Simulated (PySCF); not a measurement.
```
atom    x (Å)    y (Å)    z (Å)
   C  -0.9726  -1.2305   1.0962
   C  -0.8315   0.2356   0.7277
   C  -1.2194   0.5971  -0.7215
   C  -0.0605   1.5160  -1.1458
  Si   0.9409   0.9605   0.4082
   C   2.2470  -0.3782  -0.0765
  Cl   2.7788  -1.2730   1.3803
   H  -0.5973  -1.4102   2.1015
   H  -0.4159  -1.8634   0.4079
   H  -2.0199  -1.5324   1.0644
   H  -1.4108   0.8318   1.4350
   H  -1.2393  -0.3022  -1.3369
   H  -2.1938   1.0798  -0.7905
   H   0.3510   1.2859  -2.1264
   H  -0.3515   2.5628  -1.1491
   H   1.8458  -1.1216  -0.7659
   H   3.1421   0.0541  -0.5184
```

Geometry: GFN2-xTB.

The calculation used UKS B3LYP, pcH-1 on C Cl H Si, non-relativistic, mean-field spin-orbit, GIAO in PySCF.

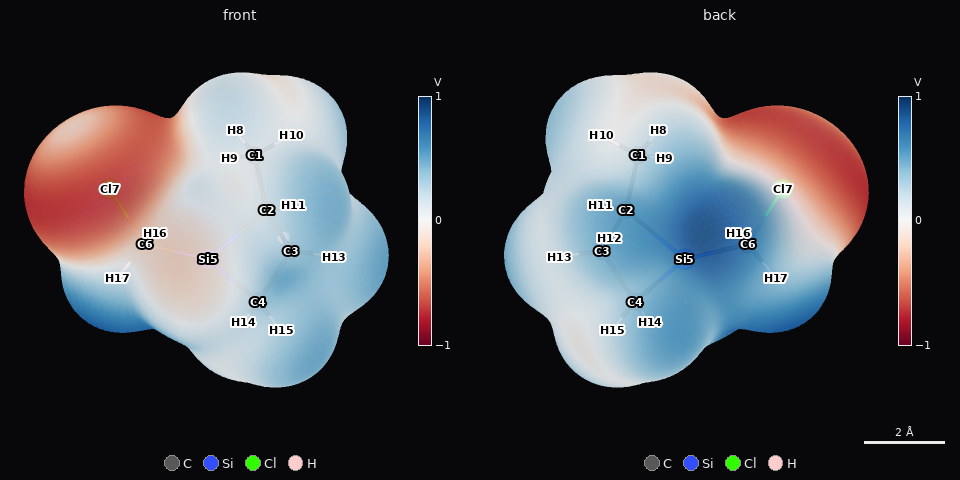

C₅H₁₀ClSi (doublet). The electrostatic potential painted on the density surface at 0.001 e/bohr³, seen from the front and from behind; the colour scale runs from red (negative) to blue (positive).

Question: Which sites attract a positive test charge, and which a negative one?

Answer: A positive charge is drawn to the negative regions and a negative charge to the positive ones. The most negative region (about −0.7 V) lies over Cl7, the most positive (about +0.9 V) over H16.
